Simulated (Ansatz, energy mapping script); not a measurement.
# TiClO monolayer: energy mapping under PBEsol+U (2.1 eV) (strain along x -3 %)

Aim: the exchange couplings of TiClO monolayer from the energies of a few collinear orders, and the ordering temperature that they give.

Calculated with Ansatz 0.2.0; PBEsol with U = 2.1 eV on Ti d, ortho-atomic projectors; plane waves, U on orthogonalised atomic orbitals unless named otherwise, collinear spin, no spin–orbit coupling.

**1. The starting structure**

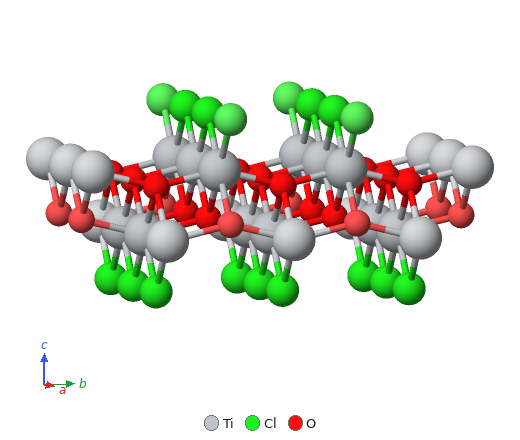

The cell as given, from the side, with the c axis up (titanium light grey, chlorine green, oxygen red). 2×2×1 cells are drawn. Some periodic images of atoms are drawn too.

The cell holds 6 atoms: 2 Ti, 2 Cl and 2 O. Its edges and angles: a = 3.279 Å, b = 3.790 Å, c = 20.139 Å, α = 90.0°, β = 90.0°, γ = 90.0°. It derives from TiClO. one layer cut from the bulk crystal, unrelaxed, 15 A of vacuum. Vacuum lies along c.

Coordinates:

```cif
data_structure
_symmetry_space_group_name_H-M 'P 1'
_symmetry_Int_Tables_number 1
_cell_length_a 3.2786
_cell_length_b 3.7900
_cell_length_c 20.1392
_cell_angle_alpha 90.000
_cell_angle_beta 90.000
_cell_angle_gamma 90.000
_cell_volume 250.25
loop_
_atom_site_label
_atom_site_type_symbol
_atom_site_fract_x
_atom_site_fract_y
_atom_site_fract_z
_atom_site_occupancy
Ti1 Ti 0.00000 0.50000 0.54864 1
Ti2 Ti 0.50000 0.00000 0.45136 1
Cl3 Cl 0.50000 0.50000 0.62759 1
O4 O 0.50000 0.50000 0.47408 1
O5 O 0.00000 0.00000 0.52592 1
Cl6 Cl 0.00000 0.00000 0.37241 1
```

This cell differs from the given one by: strain along x -3 %. Atoms follow the cell and are not relaxed.

A Hubbard U penalises fractional filling of the shell. It raises the cost of virtual hops to the neighbours, so couplings that rest on such hops usually weaken.

**2. Seed run in the crystal's own cell**

A corrected shell can settle in several orbital fillings. One parallel run, with an occupation width a fifth wider than the orders use, therefore is to supply the occupation matrices. All orders start from them.

File input.yaml:

```yaml
crystal:
  lattice:
    - [3.2786, 0.0, 0.0]
    - [0.0, 3.79, 0.0]
    - [0.0, 0.0, 20.1392]
  atoms:
    - { symbol: Ti, position: [0.0, 0.5, 0.548644], spin: 1.0 }
    - { symbol: Ti, position: [0.5, 0.0, 0.451356], spin: 1.0 }
    - { symbol: Cl, position: [0.5, 0.5, 0.627592] }
    - { symbol: O, position: [0.5, 0.5, 0.474083] }
    - { symbol: O, position: [0.0, 0.0, 0.525917] }
    - { symbol: Cl, position: [0.0, 0.0, 0.372408] }
magnetization:
  spin_polarized: true
kpoints:
  mp_grid: { grid: [8, 7, 1] }
hamiltonian:
  xc: pbesol
  hubbard:
    sites: [{ species: Ti, l: d, u_eff: 2.1 }]
    projectors: ortho-atomic
scf:
  occupations: { method: fermi_dirac, width: 0.048 }
output:
  eigenvalues: true
```

Started as:

```console
$ ansatz run input.yaml --threads 4 --pin off --max-ram 8192MiB --backend cpu --events-out ev --progress --plain --runs-dir out
```

Numbers of over 12 decimals in the logs are rounded to 6 here.

Log:

```text
Engine: ansatz 0.2.0, aarch64-unknown-linux-gnu
Pseudopotentials: kind: paw
Pseudopotential: Ti, paw, valence charge 12, recommended cutoff 420 eV (normal), Ti.paw.azcp
Pseudopotential: Cl, paw, valence charge 7, recommended cutoff 420 eV (normal), Cl.paw.azcp
Pseudopotential: O, paw, valence charge 6, recommended cutoff 420 eV (normal), O.paw.azcp
Functional definition: PBEsol
  exchange = pbesol_x
  correlation = pbesol_c
Crystal: 6 atoms, lattice volume = 250.248 Å³
Basis set: ecut = 420 eV, 4929 PW (Γ)
Bands: 32, of which v1, the nominal top of the filled ones, is band 25 counted from 1 (24 counted from 0)
Symmetry: 8 space group operations
Space group: Pmmn (ITA 59), of the structure as read, at distance tolerance 6.3e-5 Å
Magnetic group: BNS 59.405 (UNI 503), of the structure as read, at distance tolerance 6.3e-5 Å
k-points: 20 of 56
Non-local potential: Ti, projectors of the file, l = 0: 3, l = 1: 2, l = 2: 3, l = 3: 1
Non-local potential: Cl, projectors of the file, l = 0: 2, l = 1: 2, l = 2: 2
Non-local potential: O, projectors of the file, l = 0: 2, l = 1: 2, l = 2: 1
PAW form: soft (Blöchl's): semilocal exchange-correlation on the pseudo side does not see the compensation charge
PAW frozen core: Ti, regenerated for the run's functional, and the local potential with it (the file was generated under x = pbe(κ = 0.804, μ = 0.219515), c = pbe(β = 0.066725))
PAW frozen core: Cl, regenerated for the run's functional, and the local potential with it (the file was generated under x = pbe(κ = 0.804, μ = 0.219515), c = pbe(β = 0.066725))
PAW frozen core: O, regenerated for the run's functional, and the local potential with it (the file was generated under x = pbe(κ = 0.804, μ = 0.219515), c = pbe(β = 0.066725))
PAW one-centre angular grid: Ti, 590 points (default); XC on 64 Gauss nodes
PAW one-centre angular grid: Cl, 110 points (default); XC on 64 Gauss nodes
PAW one-centre angular grid: O, 110 points (default); XC on 64 Gauss nodes
Initial density: superposition of atomic densities (neutral atoms: chi_scale 0, normalization atom)
Starting moments: Σ|m| = 2 μB on 2 of 6 sites
Initial wavefunctions: pseudopotential atomic-orbital guess
Functional: x = pbesol(κ = 0.804, μ = 0.123457), c = pbesol(β = 0.046)
SCF iter   1: F=—  HF=-8200.309059 eV  |F-HF|=—  |Δ(HF+E_count)|=         —  Δρ=4.14e-2 (↑4.14e-2 ↓3.70e-2)  dr2=1.72e1  dr2_m=1.75e-1  M=1.873 μB ∫|m|=1.936 μB  β_m=0.30  ethr=3.10e-3  ⟨swp⟩=8.6  Hψ=6303  notcnv=0
preconditioner: auto → none  [metal: Δε(μ)=0.037 eV  Ē_g=9.672 eV  σ=0.048 eV  W_gap=0.19  n_scr=40 (ndim 8)  ℏωp=12.9 eV  f_vac=0.602  D(μ)=3.24/eV (n_scr^D=8)  sad-step TF]
[...]
SCF 1 converged in 22 iterations: F = -8196.681620 eV  dr2 = 6.44e-10
[...]
Symmetry: 4 space group operations
k-points: 29 of 56
[...]
Starting moments: Σ|m| = 2 μB on 2 of 6 sites; this step starts from the density that it was given
[...]
spin=Collinear: Resta preconditioning applied to the charge; magnetization (m = ρ↑ − ρ↓) channel mixes plain (no charge-response kernel on spin).
[...]
an SCF along what the orbitals of the run's state read of its open shells (or to have them read: on a GPU, or by another smearing), with 4 of the crystal's symmetry operations given up (29 k-points in place of 20), reached no lower state that the run goes on to. This is no proof of a minimum
[...]
spin=Collinear: Resta preconditioning applied to the charge; magnetization (m = ρ↑ − ρ↓) channel mixes plain (no charge-response kernel on spin).
[...]
an SCF along what the orbitals of the run's state read of its open shells (or to have them read: on a GPU, or by another smearing), with 4 of the crystal's symmetry operations given up, reached no lower state that the run goes on to. This is no proof of a minimum
SCF converged after 22 iterations
Magnetization: 2.0000 μB (26.0000 up, 24.0000 down)
Absolute magnetization: 2.1296 μB (∫|ρ↑−ρ↓|, with the PAW one-centre terms)
Spin contamination: 0.0059 ħ² per cell (⟨S²⟩ above its minimum at these occupations)
Per-site moments (μB) at R_I (Å): [(0.668187, 0.804165), (0.668187, 0.804165), (0.00744122, 0.942022), (-0.013996, 0.804165), (-0.013996, 0.804165), (0.00744122, 0.942022)]
Free energy (F): -8196.681620 eV
Harris-Foulkes:  -8196.681620 eV  (|F-HF|=1.78e-10)
Internal energy: -8196.681587 eV  (E = F + TS)
E sigma→0 (E₀):  -8196.681604 eV
Entropy (-TS):   -0.000033 eV (-0.005 meV/atom)
Fermi energy:    0.602359 eV
--- Per-component energies (eV) ---
  E_band       = -888.662246
  E_kinetic    = 1222.339884
  E_local      = -35369.338744  (includes V_loc(G=0)·N_el)
  E_nonlocal   = 172.672594
  E_hartree    = 17083.594588
  E_xc         = -553.403479
  E_vxc        = -675.812354  (∫ρ·V_xc dr)
  E_hubbard    = 2.603850  (on-site DFT+U / exact-exchange correction)
  E_vhub       = -0.010211  (the Hubbard potential's part of the band-sum identity)
  E_paw        = -3633.218701  (= ΣΔE_a)
  E_vpaw       = -405.708722  (= ΣTr[D̂ρ^β])
  E_aug_tail   = 0.005449  (compensation charges beyond the density's cutoff)
  E_ewald      = 12877.556762
  E_core_change = 0.506209  (= ΣΔE_core)
  E_smearing   = -0.000033  (= −TS)
  E_closure    = 0.000000  (closes the sum)
  Σ components = -8196.681620   (vs F -8196.681620, Δ=0.00e0)
--- Band table (eV; the first three rows and the last of 40) ---
  k-point 0 ↑: bands = [... 21 lower, -3.6107, -3.3781, -2.7995, -1.0266, -0.8353, 0.9594, 1.7821, 2.4675, ... 3 higher]
  k-point 1 ↑: bands = [... 21 lower, -3.6294, -3.3133, -3.0017, -0.9683, -0.8627, 1.2731, 1.8671, 2.1202, ... 3 higher]
  k-point 2 ↑: bands = [... 21 lower, -3.6391, -3.3430, -3.1369, -0.9609, -0.9365, 1.8687, 1.9493, 1.9616, ... 3 higher]
  k-point 19 ↓: bands = [... 21 lower, -4.2757, -3.6215, -3.6215, 1.9860, 1.9860, 2.7406, 2.7406, 3.8142, ... 3 higher]
Occupation matrices written to <dir>
```

It took 62 s on 4 threads of Arm Neoverse V1, shared host; peak memory 1.4 GiB.

The column dr2 measures how far the density is from self-consistency, as an energy; F and HF (Harris–Foulkes) agree once it is small.

This step gave:

| Quantity | Value |
| --- | --- |
| final state | ferromagnetic |
| electrons in the corrected shells | 2.485, 2.485 e |
| largest moment | 0.668 μB |

**3. Order 1: parallel, cell A of 6 atoms**

Each cell gets its own parallel run on the same mesh, so that most of the mesh error cancels in the differences.

input.yaml, the sections that differ from step 2:

```yaml
hamiltonian:
  xc: pbesol
  hubbard:
    sites:
      - { species: Ti, l: d, u_eff: 2.1 }
      - { site: 0, l: d, u_eff: 2.1, starting_ns: [{ spin: up, occupation_matrix: ti1_major }, { spin: down, occupation_matrix: ti1_minor }] }
      - { site: 1, l: d, u_eff: 2.1, starting_ns: [{ spin: up, occupation_matrix: ti2_major }, { spin: down, occupation_matrix: ti2_minor }] }
    projectors: ortho-atomic
    occupation_matrices:
      ti1_major:
        matrix:
          - [0.812, 0.0, 0.0, -0.302, 0.0]
          - [0.0, 0.225, 0.0, 0.0, 0.0]
          - [0.0, 0.0, 0.143, 0.0, 0.0]
          - [-0.302, 0.0, 0.0, 0.43, 0.0]
          - [0.0, 0.0, 0.0, 0.0, 0.127]
      ti1_minor:
        matrix:
          - [0.105, 0.0, 0.0, 0.065, 0.0]
          - [0.0, 0.206, 0.0, 0.0, 0.0]
          - [0.0, 0.0, 0.122, 0.0, 0.0]
          - [0.065, 0.0, 0.0, 0.201, 0.0]
          - [0.0, 0.0, 0.0, 0.0, 0.114]
      ti2_major:
        matrix:
          - [0.812, 0.0, 0.0, -0.302, 0.0]
          - [0.0, 0.225, 0.0, 0.0, 0.0]
          - [0.0, 0.0, 0.143, 0.0, 0.0]
          - [-0.302, 0.0, 0.0, 0.43, 0.0]
          - [0.0, 0.0, 0.0, 0.0, 0.127]
      ti2_minor:
        matrix:
          - [0.105, 0.0, 0.0, 0.065, 0.0]
          - [0.0, 0.206, 0.0, 0.0, 0.0]
          - [0.0, 0.0, 0.122, 0.0, 0.0]
          - [0.065, 0.0, 0.0, 0.201, 0.0]
          - [0.0, 0.0, 0.0, 0.0, 0.114]
scf:
  occupations: { method: fermi_dirac, width: 0.04 }
# crystal, magnetization, kpoints, output: as in step 2
```

Log:

```text
[...]
Crystal: 6 atoms, lattice volume = 250.248 Å³
Basis set: ecut = 420 eV, 4929 PW (Γ)
Bands: 32, of which v1, the nominal top of the filled ones, is band 25 counted from 1 (24 counted from 0)
Symmetry: 8 space group operations
[...]
k-points: 20 of 56
[...]
Starting moments: Σ|m| = 2 μB on 2 of 6 sites
[...]
SCF iter   1: F=—  HF=-8200.629285 eV  |F-HF|=—  |Δ(HF+E_count)|=         —  Δρ=4.48e-2 (↑4.48e-2 ↓3.67e-2)  dr2=1.63e1  dr2_m=4.15e-1  M=2.000 μB ∫|m|=2.077 μB  β_m=0.30  ethr=3.10e-3  ⟨swp⟩=8.6  Hψ=6339  notcnv=0
[...]
SCF iter  13: F=-8196.681617 eV  HF=-8196.681617 eV  |F-HF|=4.40e-9  |Δ(HF+E_count)|=   3.58e-8  Δρ=1.51e-6 (↑1.51e-6 ↓1.22e-6)  dr2=6.69e-9  dr2_m=3.46e-9  M=2.000 μB ∫|m|=2.145 μB  ethr=2.00e-10  ⟨swp⟩=6.8  Hψ=5067  notcnv=0
SCF 1 converged in 13 iterations: F = -8196.681617 eV  dr2 = 6.69e-9
[...]
SCF converged after 13 iterations
Magnetization: 2.0000 μB (26.0000 up, 24.0000 down)
Absolute magnetization: 2.1297 μB (∫|ρ↑−ρ↓|, with the PAW one-centre terms)
[...]
Per-site moments (μB) at R_I (Å): [(0.668194, 0.804165), (0.668194, 0.804165), (0.00743689, 0.942022), (-0.014009, 0.804165), (-0.014009, 0.804165), (0.00743689, 0.942022)]
Free energy (F): -8196.681617 eV
[...]
Internal energy: -8196.681611 eV  (E = F + TS)
E sigma→0 (E₀):  -8196.681614 eV
Entropy (-TS):   -0.000006 eV (-0.001 meV/atom)
Fermi energy:    0.595986 eV
[...]
--- Specified on-site occupations, and those of the state reported ---
  electrons in the specified blocks: 4.9700 specified, 4.9695 found
  site 1 (l=d) ↓: largest change of an orbital's occupation 0.0006; electrons 0.7480 specified, 0.7476 found; spectral distance 0.0006
[...]
site 0 (l=d) ↑: largest change of an orbital's occupation 0.0006; electrons 1.7370 specified, 1.7371 found; spectral distance 0.0007
[...]
--- Band table (eV; the first three rows and the last of 40) ---
  k-point 0 ↑: bands = [... 21 lower, -3.6108, -3.3781, -2.7995, -1.0267, -0.8354, 0.9594, 1.7821, 2.4674, ... 3 higher]
  k-point 1 ↑: bands = [... 21 lower, -3.6294, -3.3134, -3.0017, -0.9684, -0.8628, 1.2731, 1.8671, 2.1201, ... 3 higher]
  k-point 2 ↑: bands = [... 21 lower, -3.6391, -3.3430, -3.1369, -0.9609, -0.9366, 1.8687, 1.9492, 1.9615, ... 3 higher]
  k-point 19 ↓: bands = [... 21 lower, -4.2757, -3.6216, -3.6216, 1.9859, 1.9859, 2.7405, 2.7405, 3.8142, ... 3 higher]
Occupation matrices written to <dir>
```

The job ended after 7.6 s (4 threads; peak memory 0.8 GiB; 29 s of CPU time).

Spin moment in the sphere by atom:

```csv
atom,spin moment in the sphere (μB)
Ti1,0.668
Ti2,0.668
Cl3,0.007
O4,-0.014
O5,-0.014
Cl6,0.007
```

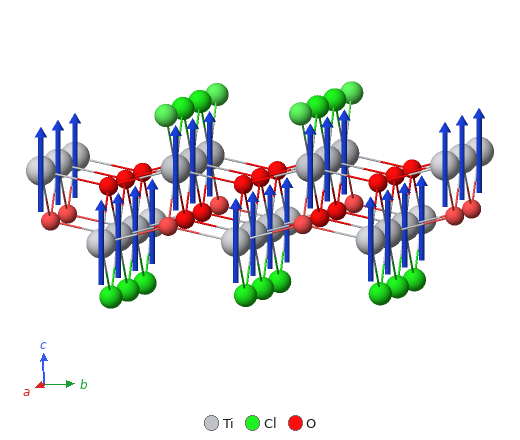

Spin moment in the sphere as arrows, the longest 0.668 μB. Up and down stand for the sign. Arrows give size and sign along the axis of quantisation, drawn up and down the page. 2×2×1 cells are drawn. Some periodic images of atoms are drawn too.

The run ends ferromagnetic.

**4. Order 2: compensated +−, cell A of 6 atoms**

This order reverses 4 of the 4 neighbours at 3.18 Å, 0 of the 2 neighbours at 3.28 Å and 0 of the 2 neighbours at 3.79 Å, counted for an average magnetic atom.

Changes to input.yaml since step 3:

```diff
@@ -7,3 +7,3 @@
     - { symbol: Ti, position: [0.0, 0.5, 0.548644], spin: 1.0 }
-    - { symbol: Ti, position: [0.5, 0.0, 0.451356], spin: 1.0 }
+    - { symbol: Ti, position: [0.5, 0.0, 0.451356], spin: -1.0 }
     - { symbol: Cl, position: [0.5, 0.5, 0.627592] }
@@ -22,3 +22,3 @@
       - { site: 0, l: d, u_eff: 2.1, starting_ns: [{ spin: up, occupation_matrix: ti1_major }, { spin: down, occupation_matrix: ti1_minor }] }
-      - { site: 1, l: d, u_eff: 2.1, starting_ns: [{ spin: up, occupation_matrix: ti2_major }, { spin: down, occupation_matrix: ti2_minor }] }
+      - { site: 1, l: d, u_eff: 2.1, starting_ns: [{ spin: up, occupation_matrix: ti2_minor }, { spin: down, occupation_matrix: ti2_major }] }
     projectors: ortho-atomic
```

Log:

```text
[...]
Crystal: 6 atoms, lattice volume = 250.248 Å³
Basis set: ecut = 420 eV, 4929 PW (Γ)
Bands: 32, of which v1, the nominal top of the filled ones, is band 25 counted from 1 (24 counted from 0)
Symmetry: 4 space group operations
[...]
k-points: 20 of 56
[...]
Starting moments: Σ|m| = 2 μB on 2 of 6 sites
Starting magnetic order: antiferromagnet; an inversion exchanges its spin sublattices: spin-degenerate at every k-point
[...]
SCF iter   1: F=—  HF=-8200.646673 eV  |F-HF|=—  |Δ(HF+E_count)|=         —  Δρ=4.11e-2 (↑4.11e-2 ↓4.11e-2)  dr2=1.64e1  dr2_m=4.19e-1  M=-0.000 μB ∫|m|=2.026 μB  β_m=0.30  ethr=3.10e-3  ⟨swp⟩=8.2  Hψ=6390  notcnv=0
[...]
SCF iter  13: F=-8196.681648 eV  HF=-8196.681648 eV  |F-HF|=8.55e-9  |Δ(HF+E_count)|=  2.62e-10  Δρ=9.07e-7 (↑9.07e-7 ↓8.54e-7)  dr2=5.29e-9  dr2_m=1.03e-9  M=-0.000 μB ∫|m|=2.141 μB  ethr=2.00e-10  ⟨swp⟩=11.2  Hψ=4793  notcnv=0
SCF 1 converged in 13 iterations: F = -8196.681648 eV  dr2 = 5.29e-9
[...]
SCF converged after 13 iterations
Magnetization: -0.0000 μB (25.0000 up, 25.0000 down)
Absolute magnetization: 2.1213 μB (∫|ρ↑−ρ↓|, with the PAW one-centre terms)
[...]
Per-site moments (μB) at R_I (Å): [(0.660679, 0.804165), (-0.660679, 0.804165), (0.00798248, 0.942022), (0.034458, 0.804165), (-0.034458, 0.804165), (-0.00798262, 0.942022)]
Free energy (F): -8196.681648 eV
[...]
Internal energy: -8196.681647 eV  (E = F + TS)
E sigma→0 (E₀):  -8196.681647 eV
Entropy (-TS):   -0.000001 eV (-0.000 meV/atom)
Fermi energy:    0.665772 eV
[...]
--- Specified on-site occupations, and those of the state reported ---
  electrons in the specified blocks: 4.9700 specified, 4.9667 found
[...]
--- Band table (eV; the first three rows and the last of 40) ---
  k-point 0 ↑: bands = [... 21 lower, -3.5745, -3.3702, -2.7970, -0.9409, 1.1450, 2.0997, 2.1566, 2.5615, ... 3 higher]
  k-point 1 ↑: bands = [... 21 lower, -3.6093, -3.2743, -2.9884, -0.9213, 1.4346, 2.1005, 2.1535, 2.2499, ... 3 higher]
  k-point 2 ↑: bands = [... 21 lower, -3.6213, -3.3142, -3.0982, -0.9499, 1.8749, 1.9679, 2.1139, 2.4789, ... 3 higher]
  k-point 19 ↓: bands = [... 21 lower, -4.2780, -3.6548, -3.6059, 0.1615, 1.5109, 1.9244, 2.2503, 2.7332, ... 3 higher]
Occupation matrices written to <dir>
```

It took 11 s on 4 threads; peak memory 0.69 GiB.

Spin moment in the sphere by atom:

```csv
atom,spin moment in the sphere (μB)
Ti1,0.661
Ti2,-0.661
Cl3,0.008
O4,0.034
O5,-0.034
Cl6,-0.008
```

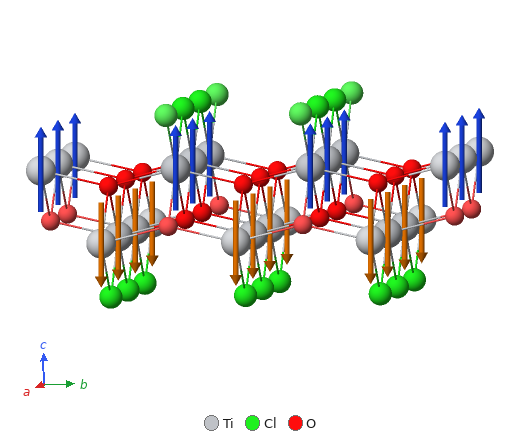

Spin moment in the sphere as arrows, the longest 0.661 μB. Up and down stand for the sign. Arrows give size and sign along the axis of quantisation, drawn up and down the page. The two directions have two colours. 2×2×1 cells are drawn. Some periodic images of atoms are drawn too.

The run ends antiferromagnetic, 0.02 meV a magnetic atom below the parallel order of its cell.

**5. Parallel start in cell B (12 atoms)**

The parallel order again, as the reference for this cell.

Changes to input.yaml since step 4:

```diff
@@ -2,3 +2,3 @@
   lattice:
-    - [3.2786, 0.0, 0.0]
+    - [6.5572, 0.0, 0.0]
     - [0.0, 3.79, 0.0]
@@ -7,7 +7,13 @@
     - { symbol: Ti, position: [0.0, 0.5, 0.548644], spin: 1.0 }
-    - { symbol: Ti, position: [0.5, 0.0, 0.451356], spin: -1.0 }
-    - { symbol: Cl, position: [0.5, 0.5, 0.627592] }
-    - { symbol: O, position: [0.5, 0.5, 0.474083] }
+    - { symbol: Ti, position: [0.5, 0.5, 0.548644], spin: 1.0 }
+    - { symbol: Ti, position: [0.25, 0.0, 0.451356], spin: 1.0 }
+    - { symbol: Ti, position: [0.75, 0.0, 0.451356], spin: 1.0 }
+    - { symbol: Cl, position: [0.25, 0.5, 0.627592] }
+    - { symbol: Cl, position: [0.75, 0.5, 0.627592] }
+    - { symbol: O, position: [0.25, 0.5, 0.474083] }
+    - { symbol: O, position: [0.75, 0.5, 0.474083] }
     - { symbol: O, position: [0.0, 0.0, 0.525917] }
+    - { symbol: O, position: [0.5, 0.0, 0.525917] }
     - { symbol: Cl, position: [0.0, 0.0, 0.372408] }
+    - { symbol: Cl, position: [0.5, 0.0, 0.372408] }
 magnetization:
@@ -15,3 +21,3 @@
 kpoints:
-  mp_grid: { grid: [8, 7, 1] }
+  mp_grid: { grid: [4, 7, 1] }
 hamiltonian:
@@ -22,3 +28,5 @@
       - { site: 0, l: d, u_eff: 2.1, starting_ns: [{ spin: up, occupation_matrix: ti1_major }, { spin: down, occupation_matrix: ti1_minor }] }
-      - { site: 1, l: d, u_eff: 2.1, starting_ns: [{ spin: up, occupation_matrix: ti2_minor }, { spin: down, occupation_matrix: ti2_major }] }
+      - { site: 1, l: d, u_eff: 2.1, starting_ns: [{ spin: up, occupation_matrix: ti1_major }, { spin: down, occupation_matrix: ti1_minor }] }
+      - { site: 2, l: d, u_eff: 2.1, starting_ns: [{ spin: up, occupation_matrix: ti2_major }, { spin: down, occupation_matrix: ti2_minor }] }
+      - { site: 3, l: d, u_eff: 2.1, starting_ns: [{ spin: up, occupation_matrix: ti2_major }, { spin: down, occupation_matrix: ti2_minor }] }
     projectors: ortho-atomic
```

Log:

```text
[...]
Crystal: 12 atoms, lattice volume = 500.495 Å³
Basis set: ecut = 420 eV, 9779 PW (Γ)
Bands: 64, of which v1, the nominal top of the filled ones, is band 50 counted from 1 (49 counted from 0)
Symmetry: 16 space group operations
[...]
k-points: 12 of 28
[...]
Starting moments: Σ|m| = 4 μB on 4 of 12 sites
[...]
k-point 1 ↑: bands = [... 46 lower, -3.2506, -3.0017, -0.9684, -0.8628, 0.1671, 0.1671, 1.2731, 1.2731, ... 10 higher]
  k-point 2 ↑: bands = [... 46 lower, -3.3430, -3.1369, -0.9609, -0.9366, 0.1751, 0.1751, 1.3343, 1.3343, ... 10 higher]
  k-point 11 ↓: bands = [... 46 lower, -3.4795, -3.4795, 2.2322, 2.2322, 2.3067, 2.3067, 2.6773, 2.6773, ... 10 higher]
Occupation matrices written to <dir>
[key lines of the parts left out:]
SCF converged after 13 iterations
Magnetization: 4.0000 μB (52.0000 up, 48.0000 down)
Free energy (F): -16393.363238 eV
Fermi energy:    0.595998 eV
```

Elapsed: 19 s, on 4 threads; peak memory 1.6 GiB.

The run ends ferromagnetic. For each magnetic atom its energy differs from the parallel run of the first cell by 0.00 meV, an error that one common reference would have brought in.

(Part 1 of 2 ends here.)

[Logs and program files are shortened in this print: banners, set-up blocks, solver, clock and traceback lines can be left out without a mark of their own.]

[Logs are printed without paths, hosts, clocks, repeated set-up lines and the standing remarks that a program may print on its own settings, such as how far it seeks lower states.]

[Hosts, paths, dates, database ids (printed as entryN), source tags and the programs' standing remarks are cut or masked in the printed files.]

[Where a cell is said to come from a database of computed structures, the database is the Materials Project.]
